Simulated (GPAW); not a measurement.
**CH4S2: property calculation**

System: CH4S2, SMILES SCS.
Method: LDA (PW92)/dzp, scalar-relativistic datasets (GPAW 26.7.0).

The geometry comes from this level: GFN2-xTB.

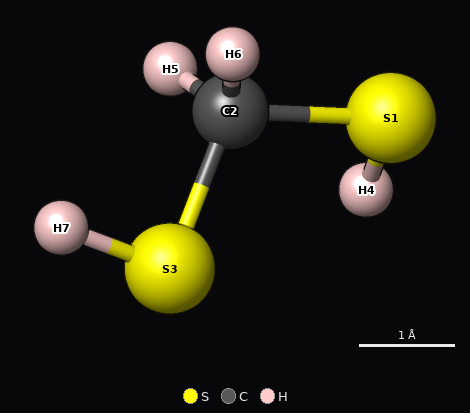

Fig. 1: The structure as given in the input (ball-and-stick view, seen at a tilt; atoms are numbered from 1 in the order of the input). Bond lengths as drawn: C–H 1.09 Å, C–S 1.81 to 1.84 Å and H–S 1.33 Å.

## The input (run.py)
```python
import numpy as np
from ase.io.zmatrix import parse_zmatrix
from ase.units import Debye
from gpaw import GPAW

zmat = """
S
C 1 r2
S 2 r3 1 a3
H 1 r4 2 a4 3 d4
H 2 r5 1 a5 4 d5
H 2 r6 5 a6 1 d6
H 3 r7 2 a7 6 d7
"""
values = dict(r2=1.810923, r3=1.839899, a3=111.62019, r4=1.331375, a4=96.0749, d4=60.83595, r5=1.088068, a5=109.63909, d5=-60.05361, r6=1.087734, a6=111.1702, d6=117.24315, r7=1.331532, a7=95.27523, d7=57.49461)
atoms = parse_zmatrix(zmat, defs=values)
atoms.center(vacuum=4.5)

calculator = GPAW(mode='lcao', basis='dzp', h=0.2, xc='LDA', maxiter=100, txt='-')
atoms.calc = calculator

energy = atoms.get_potential_energy()
print(f'Energy                  {energy:.5f} eV')
forces = atoms.get_forces()
print('Forces (eV/Ang)')
for symbol, f in zip(atoms.symbols, forces):
    print(f'{symbol:2} {f[0]:9.4f} {f[1]:9.4f} {f[2]:9.4f}')
dipole = atoms.get_dipole_moment() / Debye
print(f'Dipole = {np.linalg.norm(dipole):.3f} D')
homo, lumo = calculator.get_homo_lumo()
print(f'HOMO = {homo:.3f} eV')
print(f'LUMO = {lumo:.3f} eV')
print(f'Gap = {lumo - homo:.3f} eV')
```

Run as:
```bash
OMP_NUM_THREADS=1 python run.py
```

## The program's output
```
__  _  _
 | _ |_)|_||  |
 |__||  | ||/\| - 26.7.0

units:  Angstrom and eV
cores:  1
OpenMP: False

Versions:
  Python: 3.12.14
  ASE:    3.29.0
  Numpy:  2.5.5
  Scipy:  1.18.1
  Libxc:  7.0.0

Input parameters:
  mode=LCAO(),
  basis={'default': 'dzp'},
  h=0.2,
  maxiter=100,
  xc=XC(name='LDA')
        .-------------------------------.
       /|                               |
      / |                               |
     /  |                               |
    /   |                               |
   /    |                               |
  /     |                               |
 *      |                               |
 |      |                               |
 |      |                               |
 |      |            H S  H             |
 |      |       S   C                   |
 |      |       H    H                  |
 |      |                               |
 |      .-------------------------------.
 |     /                               /
 |    /                               /
 |   /                               /
 |  /                               /
 | /                               /
 |/                               /
 *-------------------------------*

Atoms  # Å, Bohr magnetons
|   | symbol |        x |        y |        z |    initial magnetic moments |
|---|--------|----------|----------|----------|-----------------------------|
| 0 |      S | 4.640897 | 5.026103 | 5.656065 | ( 0.0000,  0.0000,  0.0000) |
| 1 |      C | 6.451820 | 5.026103 | 5.656065 | ( 0.0000,  0.0000,  0.0000) |
| 2 |      S | 7.129735 | 6.736559 | 5.656065 | ( 0.0000,  0.0000,  0.0000) |
| 3 |      H | 4.500000 | 5.671255 | 4.500000 | ( 0.0000,  0.0000,  0.0000) |
| 4 |      H | 6.817514 | 4.500000 | 4.776647 | ( 0.0000,  0.0000,  0.0000) |
| 5 |      H | 6.757109 | 4.522265 | 6.570456 | ( 0.0000,  0.0000,  0.0000) |
| 6 |      H | 8.402125 | 6.363951 | 5.779214 | ( 0.0000,  0.0000,  0.0000) |

Unit cell  # Å
| periodic |         x |         y |         z |   lengths |    angles |
|----------|-----------|-----------|-----------|-----------|-----------|
|       no | 12.902125 |  0.000000 |  0.000000 | 12.902125 | 90.000000 |
|       no |  0.000000 | 11.236559 |  0.000000 | 11.236559 | 90.000000 |
|       no |  0.000000 |  0.000000 | 11.070456 | 11.070456 | 90.000000 |

Number of symmetries: 1
Symmetry operations  # r_c * U_cc + t_c -> r_c
|   | kind |            matrix            |
|---|------|------------------------------|
| 0 |  E   |  1, 0, 0,  0, 1, 0,  0, 0, 1 |

BZ-sampling:
  Number of BZ points: 1
  Number of IBZ points: 1

  Monkhorst-Pack size: [1, 1, 1]
  Monkhorst-Pack shift: [0, 0, 0]

K-points  # in reciprocal-cell coordinates
|   |                                coordinates |     weight |
|---|--------------------------------------------|------------|
| 0 | (  0.00000000,   0.00000000,   0.00000000) | 1.00000000 |

basis functions: 59
Spin-components: 1 (collinear spins)
Bands:           16
Projectors:      27
Spin-degeneracy: 2
Datatype:        <class 'float'>

  Storage: CPU
  Wave functions: 7_552 bytes (7_552 per core)

Parallelization:
  kpt:    1
  domain: 1
  band:   1

Density:
  Valence electrons: 20.0
  Components: 1
  Grid points: [64 56 56]
  Charge: 0.0  # |e|

Potential:
  Grid points: [64 56 56]

species:
  S:
    name:    Sulfur
    Z:       16.0
    valence: 6
    core:    10
    charge:  0.0  # [|e|]
    file:    S.LDA.gz
    compensation charges:
      type: gauss
      rc: 0.24  # [Å]
      lmax: 2
    cutoffs:
      filter: 1.77  # [Å]
      core: 1.66  # [Å]
    projectors
    | kind |    occ | energy [eV] | rcut [Å] |
    |------|--------|-------------|----------|
    |   3s |  2.000 |     -17.278 |    0.974 |
    |   3p |  4.000 |      -7.106 |    0.979 |
    |    s |        |       9.933 |    0.974 |
    |    p |        |      20.105 |    0.979 |
    |    d |        |       0.000 |    0.900 |

    LCAO basis set for S:
      Name: dzp
      File: S.dzp.basis.gz
      Number of radial functions: 5
      Number of spherical harmonics: 13
        l=0, rc=5.5156 Bohr: 3s-sz confined orbital
        l=1, rc=6.9375 Bohr: 3p-sz confined orbital
        l=0, rc=3.0469 Bohr: 3s-dz split-valence wave
        l=1, rc=3.9375 Bohr: 3p-dz split-valence wave
        l=2, rc=6.9375 Bohr: d-type Gaussian polarization
      Number of RI-basis functions 0

  C:
    name:    Carbon
    Z:       6.0
    valence: 4
    core:    2
    charge:  0.0  # [|e|]
    file:    C.LDA.gz
    compensation charges:
      type: gauss
      rc: 0.20  # [Å]
      lmax: 2
    cutoffs:
      filter: 1.14  # [Å]
      core: 1.14  # [Å]
    projectors
    | kind |    occ | energy [eV] | rcut [Å] |
    |------|--------|-------------|----------|
    |   2s |  2.000 |     -13.639 |    0.635 |
    |   2p |  2.000 |      -5.414 |    0.635 |
    |    s |        |      13.573 |    0.635 |
    |    p |        |      21.797 |    0.635 |
    |    d |        |       0.000 |    0.635 |

    LCAO basis set for C:
      Name: dzp
      File: C.dzp.basis.gz
      Number of radial functions: 5
      Number of spherical harmonics: 13
        l=0, rc=5.5469 Bohr: 2s-sz confined orbital
        l=1, rc=6.6719 Bohr: 2p-sz confined orbital
        l=0, rc=3.0312 Bohr: 2s-dz split-valence wave
        l=1, rc=3.7500 Bohr: 2p-dz split-valence wave
        l=2, rc=6.6719 Bohr: d-type Gaussian polarization
      Number of RI-basis functions 0

  H:
    name:    Hydrogen
    Z:       1.0
    valence: 1
    core:    0
    charge:  0.0  # [|e|]
    file:    H.LDA.gz
    compensation charges:
      type: gauss
      rc: 0.15  # [Å]
      lmax: 2
    cutoffs:
      filter: 0.85  # [Å]
      core: 0.53  # [Å]
    projectors
    | kind |    occ | energy [eV] | rcut [Å] |
    |------|--------|-------------|----------|
    |   1s |  1.000 |      -6.353 |    0.476 |
    |    s |        |      20.858 |    0.476 |
    |    p |        |       0.000 |    0.476 |

    LCAO basis set for H:
      Name: dzp
      File: H.dzp.basis.gz
      Number of radial functions: 3
      Number of spherical harmonics: 5
        l=0, rc=6.4219 Bohr: 1s-sz confined orbital
        l=0, rc=3.6094 Bohr: 1s-dz split-valence wave
        l=1, rc=6.4219 Bohr: p-type Gaussian polarization
      Number of RI-basis functions 0

Reference energy: -22716.486258  # eV

eigensolver:
  <gpaw.new.lcao.eigensolver.LCAOEigensolver object at 0x7f27a2c82a50>
density mixing:
  MSR1-Mixer
  Pratt-step length: 0.05
  Maximum mixing coefficient: 0.75
  Old densities: 10
  SVD Regularization: 0.005
  Good broyden scale: 1.0
  Trust region scale: 1.0
  Backstep threshold: 4.0
  History deletion threshold: 6.0
  Fourier metric: weight=20.0, sigma=0.015

occupation numbers:
  # Zero width

FastPoissonSolver using
    Stencil: 6*3+1=19 point O(h^6) finite-difference Laplacian
    FFT axes: []
    FST axes: [np.int64(1), np.int64(2), np.int64(0)]

xc functional:
  name: None
interpolation: tri-quintic # 5. degree polynomial

        .-------------------------------.
       /|                               |
      / |                               |
     /  |                               |
    /   |                               |
   /    |                               |
  /     |                               |
 *      |                               |
 |      |                               |
 |      |                               |
 |      |            H S  H             |
 |      |       S   C                   |
 |      |       H    H                  |
 |      |                               |
 |      .-------------------------------.
 |     /                               /
 |    /                               /
 |   /                               /
 |  /                               /
 | /                               /
 |/                               /
 *-------------------------------*

Atoms  # Å, Bohr magnetons
|   | symbol |        x |        y |        z |    initial magnetic moments |
|---|--------|----------|----------|----------|-----------------------------|
| 0 |      S | 4.640897 | 5.026103 | 5.656065 | ( 0.0000,  0.0000,  0.0000) |
| 1 |      C | 6.451820 | 5.026103 | 5.656065 | ( 0.0000,  0.0000,  0.0000) |
| 2 |      S | 7.129735 | 6.736559 | 5.656065 | ( 0.0000,  0.0000,  0.0000) |
| 3 |      H | 4.500000 | 5.671255 | 4.500000 | ( 0.0000,  0.0000,  0.0000) |
| 4 |      H | 6.817514 | 4.500000 | 4.776647 | ( 0.0000,  0.0000,  0.0000) |
| 5 |      H | 6.757109 | 4.522265 | 6.570456 | ( 0.0000,  0.0000,  0.0000) |
| 6 |      H | 8.402125 | 6.363951 | 5.779214 | ( 0.0000,  0.0000,  0.0000) |

Unit cell  # Å
| periodic |         x |         y |         z |   lengths |    angles |
|----------|-----------|-----------|-----------|-----------|-----------|
|       no | 12.902125 |  0.000000 |  0.000000 | 12.902125 | 90.000000 |
|       no |  0.000000 | 11.236559 |  0.000000 | 11.236559 | 90.000000 |
|       no |  0.000000 |  0.000000 | 11.070456 | 11.070456 | 90.000000 |

Number of symmetries: 1
Symmetry operations  # r_c * U_cc + t_c -> r_c
|   | kind |            matrix            |
|---|------|------------------------------|
| 0 |  E   |  1, 0, 0,  0, 1, 0,  0, 0, 1 |

BZ-sampling:
  Number of BZ points: 1
  Number of IBZ points: 1

  Monkhorst-Pack size: [1, 1, 1]
  Monkhorst-Pack shift: [0, 0, 0]

K-points  # in reciprocal-cell coordinates
|   |                                coordinates |     weight |
|---|--------------------------------------------|------------|
| 0 | (  0.00000000,   0.00000000,   0.00000000) | 1.00000000 |

basis functions: 59
Spin-components: 1 (collinear spins)
Bands:           16
Projectors:      27
Spin-degeneracy: 2
Datatype:        <class 'float'>

  Storage: CPU
  Wave functions: 7_552 bytes (7_552 per core)

Parallelization:
  kpt:    1
  domain: 1
  band:   1

Density:
  Valence electrons: 20.0
  Components: 1
  Grid points: [64 56 56]
  Charge: 0.0  # |e|

Potential:
  Grid points: [64 56 56]

species:
  S:
    name:    Sulfur
    Z:       16.0
    valence: 6
    core:    10
    charge:  0.0  # [|e|]
    file:    S.LDA.gz
    compensation charges:
      type: gauss
      rc: 0.24  # [Å]
      lmax: 2
    cutoffs:
      filter: 1.77  # [Å]
      core: 1.66  # [Å]
    projectors
    | kind |    occ | energy [eV] | rcut [Å] |
    |------|--------|-------------|----------|
    |   3s |  2.000 |     -17.278 |    0.974 |
    |   3p |  4.000 |      -7.106 |    0.979 |
    |    s |        |       9.933 |    0.974 |
    |    p |        |      20.105 |    0.979 |
    |    d |        |       0.000 |    0.900 |

    LCAO basis set for S:
      Name: dzp
      File: S.dzp.basis.gz
      Number of radial functions: 5
      Number of spherical harmonics: 13
        l=0, rc=5.5156 Bohr: 3s-sz confined orbital
        l=1, rc=6.9375 Bohr: 3p-sz confined orbital
        l=0, rc=3.0469 Bohr: 3s-dz split-valence wave
        l=1, rc=3.9375 Bohr: 3p-dz split-valence wave
        l=2, rc=6.9375 Bohr: d-type Gaussian polarization
      Number of RI-basis functions 0

  C:
    name:    Carbon
    Z:       6.0
    valence: 4
    core:    2
    charge:  0.0  # [|e|]
    file:    C.LDA.gz
    compensation charges:
      type: gauss
      rc: 0.20  # [Å]
      lmax: 2
    cutoffs:
      filter: 1.14  # [Å]
      core: 1.14  # [Å]
    projectors
    | kind |    occ | energy [eV] | rcut [Å] |
    |------|--------|-------------|----------|
    |   2s |  2.000 |     -13.639 |    0.635 |
    |   2p |  2.000 |      -5.414 |    0.635 |
    |    s |        |      13.573 |    0.635 |
    |    p |        |      21.797 |    0.635 |
    |    d |        |       0.000 |    0.635 |

    LCAO basis set for C:
      Name: dzp
      File: C.dzp.basis.gz
      Number of radial functions: 5
      Number of spherical harmonics: 13
        l=0, rc=5.5469 Bohr: 2s-sz confined orbital
        l=1, rc=6.6719 Bohr: 2p-sz confined orbital
        l=0, rc=3.0312 Bohr: 2s-dz split-valence wave
        l=1, rc=3.7500 Bohr: 2p-dz split-valence wave
        l=2, rc=6.6719 Bohr: d-type Gaussian polarization
      Number of RI-basis functions 0

  H:
    name:    Hydrogen
    Z:       1.0
    valence: 1
    core:    0
    charge:  0.0  # [|e|]
    file:    H.LDA.gz
    compensation charges:
      type: gauss
      rc: 0.15  # [Å]
      lmax: 2
    cutoffs:
      filter: 0.85  # [Å]
      core: 0.53  # [Å]
    projectors
    | kind |    occ | energy [eV] | rcut [Å] |
    |------|--------|-------------|----------|
    |   1s |  1.000 |      -6.353 |    0.476 |
    |    s |        |      20.858 |    0.476 |
    |    p |        |       0.000 |    0.476 |

    LCAO basis set for H:
      Name: dzp
      File: H.dzp.basis.gz
      Number of radial functions: 3
      Number of spherical harmonics: 5
        l=0, rc=6.4219 Bohr: 1s-sz confined orbital
        l=0, rc=3.6094 Bohr: 1s-dz split-valence wave
        l=1, rc=6.4219 Bohr: p-type Gaussian polarization
      Number of RI-basis functions 0

Reference energy: -22716.486258  # eV

eigensolver:
  <gpaw.new.lcao.eigensolver.LCAOEigensolver object at 0x7f279c27fda0>
density mixing:
  MSR1-Mixer
  Pratt-step length: 0.05
  Maximum mixing coefficient: 0.75
  Old densities: 10
  SVD Regularization: 0.005
  Good broyden scale: 1.0
  Trust region scale: 1.0
  Backstep threshold: 4.0
  History deletion threshold: 6.0
  Fourier metric: weight=20.0, sigma=0.015

occupation numbers:
  # Zero width

FastPoissonSolver using
    Stencil: 6*3+1=19 point O(h^6) finite-difference Laplacian
    FFT axes: []
    FST axes: [np.int64(1), np.int64(2), np.int64(0)]

xc functional:
  name: None
interpolation: tri-quintic # 5. degree polynomial

Initialization done in: 8.492 s

convergence criteria:
- Maximum [total energy] change in last 3 cyles: 0.0005 eV / valence electron
- Maximum integral of absolute [dens]ity change: 0.0001 electrons / valence electron
- Maximum integral of absolute [eigenst]ate change: 4e-08 eV^2 / valence electron
maximum number of iterations: 100

SCF iterations
|iter     |     time |      energy | eigst |  dens |
|---------|----------|-------------|-------|-------|
|iter:   1| 00:00:09 |  -32.256686 |      c|       |
|iter:   2| 00:00:10 |  -32.080773 |      c| -0.81 |
|iter:   3| 00:00:11 |  -31.280536 |      c| -0.84 |
|iter:   4| 00:00:12 |  -31.242838 |      c| -1.45 |
|iter:   5| 00:00:13 |  -31.241529 |      c| -2.30 |
|iter:   6| 00:00:14 |  -31.241423c|      c| -2.57 |
|iter:   7| 00:00:15 |  -31.241420c|      c| -3.23 |
|iter:   8| 00:00:16 |  -31.241420c|      c| -3.99 |
|iter:   9| 00:00:17 |  -31.241420c|      c| -4.69c|

Converged in 9 steps
SCF loop duration: 8.046 s (0.894 s/step)
Energy contributions relative to reference atoms: (reference = -22716.486258)

Energy contributions:
  Kinetic:          31.657193
  Coulomb:         -32.334165
  Zero:              0.014520
  External:          0.000000
  Xc:              -30.578967
  Entropy:           0.000000
  Spinorbit:         0.000000
  ----------------------------
  Free energy:     -31.241420
  Extrapolated:    -31.241420

dipole moment: (0.224073, -0.199901, -0.115540)  # |e|*Ang

Fermi level: -3.051
Eigenvalues  # (at kpt = [0.000, 0.000, 0.000])
| band index |      eig [eV] | occ [0-2] |
|------------|---------------|-----------|
|          0 |       -20.259 |     2.000 |
|        ... |               |           |
|          2 |       -15.264 |     2.000 |
|          3 |       -11.513 |     2.000 |
|          4 |       -11.002 |     2.000 |
|          5 |       -10.076 |     2.000 |
|          6 |        -8.319 |     2.000 |
|          7 |        -8.164 |     2.000 |
|          8 |        -5.724 |     2.000 |
|          9 |        -5.501 |     2.000 |
|         10 |        -0.601 |     0.000 |
|         11 |         0.339 |     0.000 |
|         12 |         0.914 |     0.000 |
|         13 |         1.030 |     0.000 |
|         14 |         2.565 |     0.000 |
|         15 |         3.060 |     0.000 |

Gap: 4.900 eV
Transition (v -> c):
  (s=0, k=0, n=9, [0.00, 0.00, 0.00]) -> (s=0, k=0, n=10, [0.00, 0.00, 0.00])
No difference between direct/indirect transitions
vacuum-level: 0.000  # V
Energy                  -31.24142 eV

Forces  # eV/Ang
|        x |        y |        z |
|----------|----------|----------|
|  0.39910 | -0.51774 |  1.06024 |  # S    0
| -0.57928 |  1.29981 | -0.23028 |  # C    1
| -1.37908 | -0.01576 | -0.00971 |  # S    2
| -0.03319 |  0.52583 | -0.98488 |  # H    3
|  0.31437 | -0.50545 | -0.57594 |  # H    4
|  0.16036 | -0.49096 |  0.70315 |  # H    5
|  1.09272 | -0.32442 |  0.05300 |  # H    6

Force computation time: 0.610  # s
Forces (eV/Ang)
S     0.3991   -0.5177    1.0602
C    -0.5793    1.2998   -0.2303
S    -1.3791   -0.0158   -0.0097
H    -0.0332    0.5258   -0.9849
H     0.3144   -0.5055   -0.5759
H     0.1604   -0.4910    0.7032
H     1.0927   -0.3244    0.0530
Dipole = 1.545 D
HOMO = -5.501 eV
LUMO = -0.601 eV
Gap = 4.900 eV
```

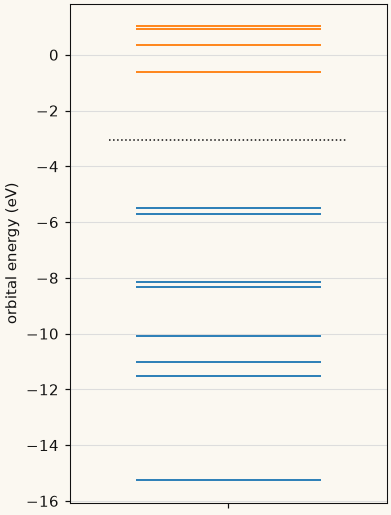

Fig. 2: Orbital energies near the frontier; the dotted line parts filled from empty levels, and levels within 0.02 eV of each other stand side by side. Highest filled −5.50 eV, lowest empty −0.60 eV, 4.90 eV apart.

## Key numbers

- outcome: converged
- energy relative to the program's reference atoms: −31.2414 eV
- basis functions: 59
- largest force: 1.442 eV/Å
- HOMO: −5.50 eV
- LUMO: −0.60 eV
- dipole moment: 1.55 D
- hardware: 1 thread of Intel Xeon @ 2.50GHz (Skylake/Cascade Lake), 189 GiB of memory available, shared host
- wall time: 19 s
- peak memory: 0.51 GiB
